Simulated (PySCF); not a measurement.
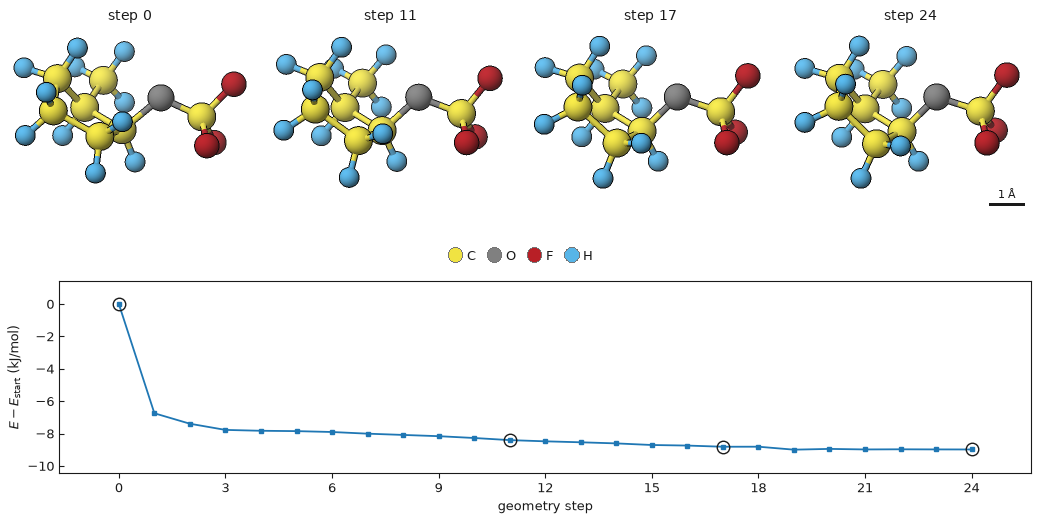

Frames of a relaxation of C$_{7}$H$_{11}$F$_{3}$O, marked on the history of the run. The picture is a ball-and-stick view, seen from a free direction.

The start comes from GFN2-xTB.

Level of theory: PBE0-D3(BJ)/def2-SVP geometry optimisation, gas phase in PySCF 2.14.0, density-fitted response routines. 

Describe the path.

Answer. Over 24 geometry steps the energy falls by 8.98 kJ/mol. An H atom moves most after the best rigid fit: 0.70 Å. Largest moves by element: H 0.70 Å, F 0.42 Å, C 0.26 Å, O 0.19 Å. Some distances before and after: C–O 1.306 → 1.328 Å, C–C 1.538 → 1.523 Å, C–H 1.088 → 1.101 Å, C–O 1.456 → 1.443 Å. Among the angles between lasting bonds that change: C–C–H 111.0° → 113.9°, C–C–H 111.0° → 108.4°, C–C–C 103.0° → 105.2°. Groups turn about C–C by about 30°, C–C by about 25°, C–C by about 20°. From step 0 to 11: an H atom moves most (0.35 Å), energy −8.40 kJ/mol. From step 11 to 17: an H atom moves most (0.31 Å), energy −0.41 kJ/mol. From step 17 to 24: an H atom moves most (0.10 Å), energy −0.17 kJ/mol.

```csv
step,"E − E(0), kJ/mol"
0,0.00
1,-6.74
2,-7.39
3,-7.77
4,-7.82
5,-7.85
6,-7.90
7,-8.00
8,-8.08
9,-8.16
10,-8.27
11,-8.40
12,-8.48
13,-8.54
14,-8.60
15,-8.70
16,-8.74
17,-8.81
18,-8.81
19,-8.99
20,-8.94
21,-8.98
22,-8.97
23,-8.98
24,-8.98
```
